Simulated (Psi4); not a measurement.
**GeTe (SMILES [Ge][Te]): wB97M-V/def2-TZVP (core potential)**

What is the vertical singlet–triplet gap of GeTe at wB97M-V/def2-TZVP (core potential)? 

Program for the calculation: Psi4 1.11.

### Step 1. Starting point

GeTe has 2 atoms, charge 0, and is taken as a singlet. As SMILES, `[Ge][Te]`. The bond length is the measured one.

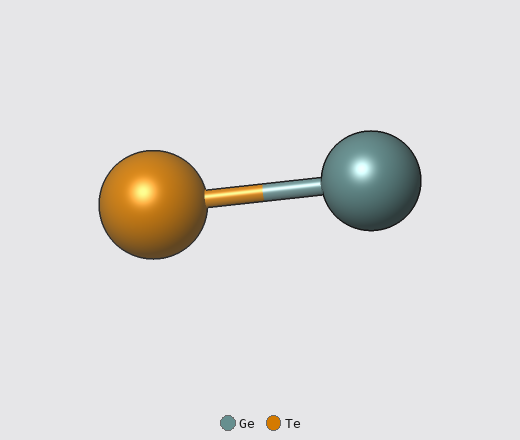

The structure, seen from a chosen angle (germanium teal, tellurium orange).

### Step 2. The energy at wB97M-V/def2-TZVP (core potential)

Contents of job.py:

```python
import psi4

psi4.set_memory(1600000000)
psi4.set_num_threads(1)
psi4.set_output_file('output.dat', False)

mol = psi4.geometry("""
0 1
Ge     0.000000     0.000000     0.000000
Te     0.000000     0.000000     2.340165
symmetry c1
""")

options = {'basis': 'def2-TZVP', 'puream': True, 'e_convergence': 1e-09, 'd_convergence': 1e-08, 'scf_type': 'pk', 'dft_radial_points': 99, 'dft_spherical_points': 590}
psi4.set_options(options)

e = psi4.energy('wb97m-v')
print(f'total energy {e:.8f} hartree = {e * 27.211386:.5f} eV')
```

Launch:

```console
$ python job.py
```

output.dat:

```text
[...]
    !!!  WARNING: ECP capability is in beta. Please check occupations closely.  !!!
[...]
  Running in c1 symmetry.
[...]
  Nuclear repulsion =  173.666428561473225
[...]
  Multiplicity = 1
[...]
  Nalpha       = 28
  Nbeta        = 28
[...]
    Number of basis functions: 98
[...]
   @RKS iter   1: -2343.29942212743163   -4.22414e+00   3.08931e-02 DIIS/ADIIS
[...]
   @RKS iter  15: -2344.91875260367988   -4.09273e-12   1.86430e-09 DIIS
[...]
    Orbital Energies [Eh]
    ---------------------
    Doubly Occupied:
       1A   -399.372001     2A    -50.099345     3A    -44.503954
       4A    -44.503954     5A    -44.501461     6A     -6.430261
       7A     -6.413489     8A     -4.566674     9A     -4.566674
      10A     -4.558888    11A     -4.530119    12A     -4.530119
      13A     -4.529712    14A     -1.700390    15A     -1.698450
      16A     -1.698450    17A     -1.698273    18A     -1.698272
      19A     -1.360950    20A     -1.360949    21A     -1.355038
      22A     -1.355038    23A     -1.354427    24A     -0.742872
      25A     -0.548843    26A     -0.338935    27A     -0.328188
      28A     -0.328188
[...]
  @RKS Final Energy: -2344.91875260367988
   => Energetics <=
    Nuclear Repulsion Energy =            173.6664285614732250
    One-Electron Energy =               -3708.2746718901739769
    Two-Electron Energy =                1267.1295031508445845
    DFT Exchange-Correlation Energy =     -77.6652812332627178
    Empirical Dispersion Energy =           0.0000000000000000
    VV10 Nonlocal Energy =                  0.2252688074384710
    Total Energy =                      -2344.9187526036798772
[...]
 Multipole Moments:
 ------------------------------------------------------------------------------------
     Multipole            Electronic (a.u.)      Nuclear  (a.u.)        Total (a.u.)
 ------------------------------------------------------------------------------------
 L = 1.  Multiply by 2.5417464519 to convert [e a0] to [Debye]
 Dipole X            :          0.0000001            0.0000000            0.0000001
 Dipole Y            :          0.0000000            0.0000000            0.0000000
 Dipole Z            :         51.0884606          -51.6995702           -0.6111096
 Magnitude           :                                                    0.6111096
[...]
```

The script printed:

```text
total energy -2344.91875260 hartree = -63808.48932 eV
```

Run time: 17 s. Hardware: 1 thread of Intel Xeon 6975P-C (Granite Rapids), shared host; peak memory 0.8 GiB.

### Step 3. The triplet

Contents of gete.json:

```json
{
  "schema_name": "qcschema_input",
  "schema_version": 1,
  "molecule": {
    "schema_name": "qcschema_molecule",
    "schema_version": 2,
    "symbols": ["Ge", "Te"],
    "geometry": [0.0, 0.0, 0.0, 0.0, 0.0, 4.42227094],
    "molecular_charge": 0,
    "molecular_multiplicity": 3,
    "fix_symmetry": "c1"
  },
  "driver": "energy",
  "model": {
    "method": "wb97m-v",
    "basis": "def2-TZVP"
  },
  "keywords": {
    "reference": "uks",
    "puream": true,
    "e_convergence": 1e-09,
    "d_convergence": 1e-08,
    "scf_type": "pk",
    "dft_radial_points": 99,
    "dft_spherical_points": 590,
    "maxiter": 100
  }
}
```

Launch:

```console
$ psi4 --qcschema gete.json -n 1 --memory 1600MB
```

stdout:

```text
[...]
    !!!  WARNING: ECP capability is in beta. Please check occupations closely.  !!!
[...]
  Running in c1 symmetry.
[...]
  Nuclear repulsion =  173.666428497933708
[...]
  Multiplicity = 3
[...]
  Nalpha       = 29
  Nbeta        = 27
[...]
    Number of basis functions: 98
[...]
   @UKS iter   1: -2343.23589268992373   -3.95700e+00   3.06665e-02 ADIIS/DIIS
[...]
   @UKS iter  19: -2344.82480038972244   -4.54747e-12   9.42210e-09 DIIS
[...]
   @S^2 Observed:                2.005470034E+00
[...]
    Orbital Energies [Eh]
    ---------------------
    Alpha Occupied:
       1A   -399.344944     2A    -50.073226     3A    -44.479106
       4A    -44.476893     5A    -44.476142     6A     -6.441056
       7A     -6.404639     8A     -4.567347     9A     -4.555232
      10A     -4.550260    11A     -4.545002    12A     -4.535880
      13A     -4.534955    14A     -1.736312    15A     -1.733742
      16A     -1.728740    17A     -1.719621    18A     -1.718907
      19A     -1.337863    20A     -1.335683    21A     -1.334220
      22A     -1.328382    23A     -1.327198    24A     -0.780380
      25A     -0.564968    26A     -0.382608    27A     -0.364473
      28A     -0.346831    29A     -0.228114
    Alpha Virtual:
[...]
  @UKS Final Energy: -2344.82480038972244
   => Energetics <=
    Nuclear Repulsion Energy =            173.6664284979337083
    One-Electron Energy =               -3708.3157382528752350
    Two-Electron Energy =                1267.2832718186691636
    DFT Exchange-Correlation Energy =     -77.6843416280051997
    Empirical Dispersion Energy =           0.0000000000000000
    VV10 Nonlocal Energy =                  0.2255791745547449
    Total Energy =                      -2344.8248003897228955
[...]
 Multipole Moments:
 ------------------------------------------------------------------------------------
     Multipole            Electronic (a.u.)      Nuclear  (a.u.)        Total (a.u.)
 ------------------------------------------------------------------------------------
 L = 1.  Multiply by 2.5417464519 to convert [e a0] to [Debye]
 Dipole X            :          0.0000070            0.0000000            0.0000070
 Dipole Y            :         -0.0001073            0.0000000           -0.0001073
 Dipole Z            :         51.7862723          -51.6995702            0.0867021
 Magnitude           :                                                    0.0867021
[...]
```

The result, in JSON:

```text
{
 "driver": "energy",
 "model": {
  "method": "wb97m-v",
  "basis": "def2-TZVP"
 },
 "success": true,
 "return_result": -2344.8248003897224,
 "properties": {
  "calcinfo_nbasis": 98,
  "calcinfo_nmo": 98,
  "calcinfo_nalpha": 29,
  "calcinfo_nbeta": 27,
  "calcinfo_natom": 2,
  "nuclear_repulsion_energy": 173.6664284979337,
  "return_energy": -2344.8248003897224,
  "scf_one_electron_energy": -3708.3157382528752,
  "scf_two_electron_energy": 1267.2832718186692,
  "scf_vv10_energy": 0.22557917455474494,
  "scf_xc_energy": -77.6843416280052,
  "scf_dipole_moment": [6.9755789703409286e-06, -0.00010730180724645785, 0.08670207470522229],
  "scf_total_energy": -2344.8248003897224,
  "scf_iterations": 19
 }
}
```

Wall time 26 s (1 thread of Intel Xeon 6975P-C (Granite Rapids), shared host); peak memory 0.8 GiB.

### Step 4. What came out

Level: wB97M-V/def2-TZVP (core potential).

```
                                        quantity           value
                           singlet: total energy  -2344.91875 Eh
                          singlet: dipole moment          1.55 D
                            singlet: HOMO energy        -8.93 eV
                            singlet: LUMO energy        -0.76 eV
                          singlet: HOMO–LUMO gap         8.17 eV
                           triplet: total energy  -2344.82480 Eh
                          triplet: dipole moment          0.22 D
     triplet: HOMO energy (highest over α and β)        -6.21 eV
      triplet: LUMO energy (lowest over α and β)        -3.27 eV
                                   triplet: ⟨S²⟩           2.005
vertical energy of the triplet above the singlet        2.557 eV
```

**Reading.** At this shape the triplet lies 2.56 eV (247 kJ/mol) above the singlet.
